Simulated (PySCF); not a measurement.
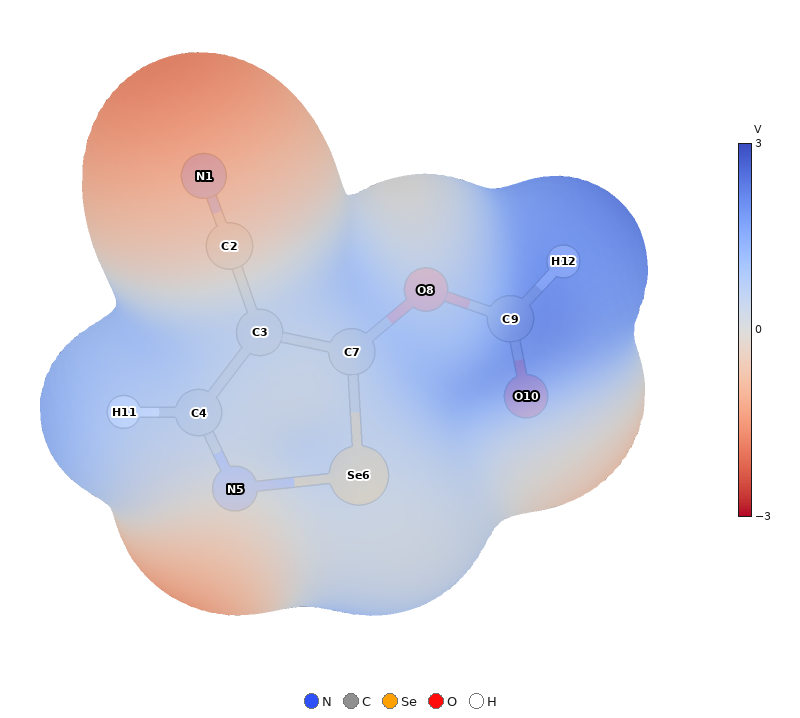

*C₅H₂N₂O₂Se (SMILES N#Cc1cn[se]c1OC=O). The molecular electrostatic potential painted on the density surface at 0.002 e/bohr³, seen at a tilt; the colour scale runs from red (negative) to blue (positive).*

Geometry: GFN2-xTB.

Computed with PySCF 2.14.0, wB97X-D/def2-SVPD, SCF density, gas phase.

```xyz
12

N     1.1605    2.9399    0.9148
C     1.0463    1.8731    0.5110
C     0.9246    0.5675    0.0078
C     2.0021   -0.1760   -0.5566
N     1.7632   -1.3710   -0.9911
Se    0.0630   -1.8427   -0.7753
C    -0.2445   -0.1692   -0.0130
O    -1.4408    0.2646    0.4581
C    -2.4747   -0.5611    0.3670
O    -2.4316   -1.6630   -0.1036
H     3.0018    0.2217   -0.6317
H    -3.3687   -0.0846    0.7867
```

Q: Describe the electrostatic potential map.

A: The most negative region (about −1.7 V) lies over N1, the most positive (about +2.1 V) over C9 and H12. N1 is the likeliest acceptor of a hydrogen bond.

Q: What dipole moment does the calculation give?

A: Its dipole moment is 3.13 D.
